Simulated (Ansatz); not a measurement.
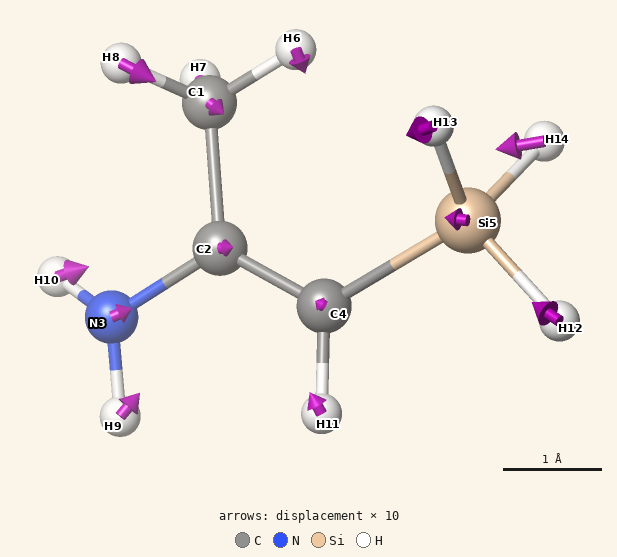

This is a relaxation of C$_{3}$H$_{9}$NSi. The starting structure is drawn; purple arrows show the displacements, 10 times their true length. The two geometries are superimposed by the best rigid fit.

The picture is a ball-and-stick view, seen at a tilt.

The start comes from PBE-D4/def2-SVP.

Computed with RKS PBE0-D4/def2-TZVP (Ansatz 0.2.0).

Input file:
```yaml
crystal:
  periodic: [false, false, false]
  atoms:
    - {symbol: C, position_ang: [-1.363664, -0.509365, 0.443085]}
    - {symbol: C, position_ang: [0.110732, -0.328030, 0.705588]}
    - {symbol: N, position_ang: [0.514684, -0.806862, 1.939837]}
    - {symbol: C, position_ang: [0.955263, 0.305239, -0.166446]}
    - {symbol: Si, position_ang: [0.478833, 1.085826, -1.784170]}
    - {symbol: H, position_ang: [-1.666649, -0.090583, -0.534265]}
    - {symbol: H, position_ang: [-1.637411, -1.586797, 0.448028]}
    - {symbol: H, position_ang: [-1.965131, -0.013371, 1.234239]}
    - {symbol: H, position_ang: [1.519949, -0.888672, 2.099289]}
    - {symbol: H, position_ang: [-0.035208, -1.559551, 2.355420]}
    - {symbol: H, position_ang: [2.018197, 0.378673, 0.129114]}
    - {symbol: H, position_ang: [1.714945, 1.656849, -2.427474]}
    - {symbol: H, position_ang: [-0.520740, 2.212811, -1.646619]}
    - {symbol: H, position_ang: [-0.136699, 0.114833, -2.766926]}
basis:
  gaussian: {orbitals: def2-TZVP}
hamiltonian: {xc: pbe0, dispersion: d4}
relax: {f_tol: 0.005, max_steps: 150}
```

Run as
```bash
ansatz run in.yaml --threads 4 --pin off --events-out ev --progress --plain --max-ram 10444MiB
```

Question: Describe the change and its energy.

Answer: The energy falls by 1.42 kcal/mol in 6 geometry steps. The largest force component goes from 0.65 to 0.0031 eV/Å. The largest move after the best rigid fit is that of H14, 0.052 Å. Largest moves by element: H 0.052 Å, Si 0.026 Å, N 0.023 Å, C 0.021 Å. Near-neighbour distances that change, for instance: C2–C4 1.369 → 1.347 Å, C4–Si5 1.858 → 1.840 Å, Si5–H12 1.506 → 1.488 Å, C1–H7 1.112 → 1.095 Å. The run took roughly 2.2 core-minutes on a shared host.
